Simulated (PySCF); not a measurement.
```yaml
atoms:
  - { symbol: C, position_ang: [3.0205, 0.7346, 0.1819] }
  - { symbol: C, position_ang: [1.7237, 0.8674, 0.3903] }
  - { symbol: C, position_ang: [0.8459, -0.1795, 0.9911] }
  - { symbol: C, position_ang: [-0.3274, -0.5624, 0.0601] }
  - { symbol: C, position_ang: [0.2597, -1.2305, -1.1887] }
  - { symbol: C, position_ang: [-1.1899, -1.6053, 0.7871] }
  - { symbol: B, position_ang: [-1.2233, 0.7411, -0.2875] }
  - { symbol: N, position_ang: [-1.8148, 1.4744, 0.7539] }
  - { symbol: N, position_ang: [-1.4311, 1.1552, -1.6103] }
  - { symbol: H, position_ang: [3.5468, -0.1691, 0.4447] }
  - { symbol: H, position_ang: [3.6160, 1.5191, -0.2544] }
  - { symbol: H, position_ang: [1.2161, 1.7822, 0.1125] }
  - { symbol: H, position_ang: [1.4377, -1.0689, 1.2249] }
  - { symbol: H, position_ang: [0.4373, 0.2066, 1.9296] }
  - { symbol: H, position_ang: [0.8494, -2.1041, -0.9113] }
  - { symbol: H, position_ang: [-0.5333, -1.5591, -1.8576] }
  - { symbol: H, position_ang: [0.9108, -0.5424, -1.7231] }
  - { symbol: H, position_ang: [-1.6061, -1.1986, 1.7059] }
  - { symbol: H, position_ang: [-2.0162, -1.9190, 0.1527] }
  - { symbol: H, position_ang: [-0.5998, -2.4861, 1.0410] }
  - { symbol: H, position_ang: [-1.7171, 1.2399, 1.7240] }
  - { symbol: H, position_ang: [-2.3914, 2.2827, 0.6020] }
  - { symbol: H, position_ang: [-1.0369, 0.6878, -2.4043] }
  - { symbol: H, position_ang: [-1.9886, 1.9538, -1.8571] }
```

Geometry: GFN2-xTB.

Method: PBE0/pcSseg-1, SCF density, gas phase, non-relativistic in PySCF.

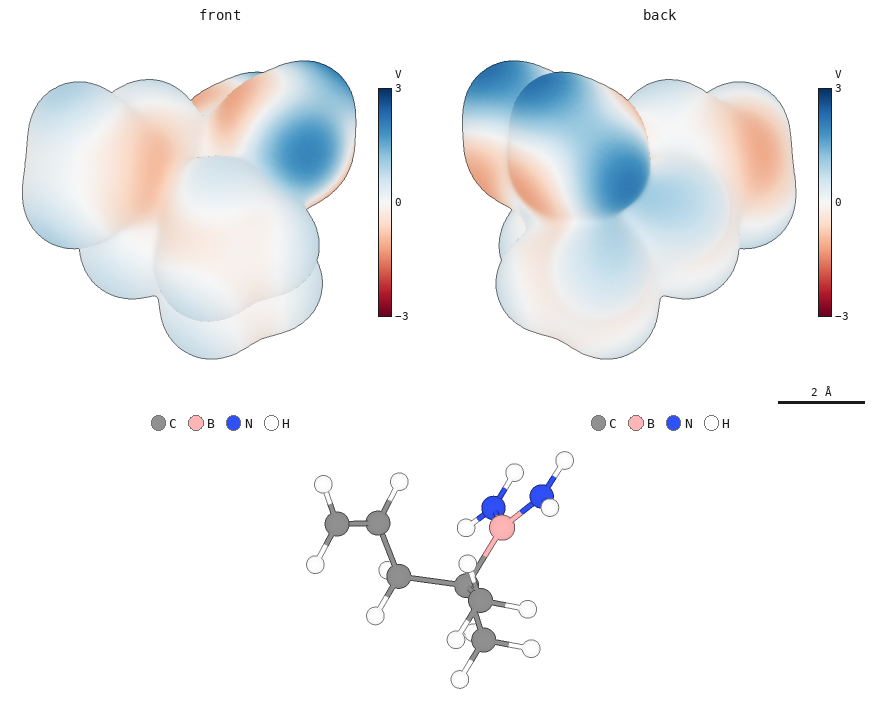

C6H15BN2 (SMILES C=CCC(C)(C)B(N)N). The electrostatic potential painted on the density surface at 0.004 e/bohr³, seen from the front and from behind; red is negative and blue positive. The bare structure is drawn below in the same view.

Q: Which sites attract a positive test charge, and which a negative one?

A: A positive charge is drawn to the negative regions and a negative charge to the positive ones. The most negative region (about −1.1 V) lies over C1, C2, N8 and N9, the most positive (about +2.1 V) over H21, H22 and H24.

Q: What dipole moment does the calculation give?

A: Its dipole moment is 1.80 D.
